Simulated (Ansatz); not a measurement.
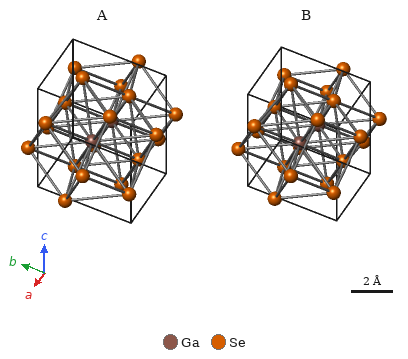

Two geometries of crystalline GaSe₃ (built on the Ni3Sn (D0_19)_194 type) (coarse preliminary run), drawn at one scale. One is the start of a relaxation, the other its converged end. A ball-and-stick model of the cell of the calculation, seen from a free direction.

Level of theory: Ansatz, DFT PBE, scalar-relativistic, plane waves, PAW. Set-up: plane-wave cutoff 420 eV; k-point mesh 3 × 3 × 4; occupations gaussian; smearing width 0.1 eV; no spin polarisation; cell and atoms relaxed; force threshold 0.04 eV/Å; at most 70 steps.

> Which geometry has the lower energy?

Structure B is the relaxed one. Case: Ni3Sn (D0_19) type (P6_3/mmc, No. 194). Over 3 accepted moves (4 points after the start) the energy falls by 0.751 eV per cell of the calculation. Largest force component: 0.16 eV/Å at the start, 0.035 eV/Å at the end. Pressure: −6.10 GPa at the start and −0.25 GPa at the end. The SCF was repeated once at an unchanged geometry on a basis and grid sized afresh for the cell, which shifted the energy by 3.3 meV per cell of the calculation at most. The largest moves relative to the cell, 0.059 Å, are those of Se atoms. Ga stays in place. Cell: a = b 6.542 → 6.234 Å (−4.7 %), c 5.251 → 4.917 Å (−6.4 %). Volume −15.0 %. Near-neighbour distances that change, for instance: Se–Se 3.265 → 3.009 Å, Ga–Se 3.232 → 3.010 Å, Ga–Se 3.271 → 3.117 Å, Se–Se 3.237 → 3.084 Å. The space group stays P6_3/mmc (No. 194).
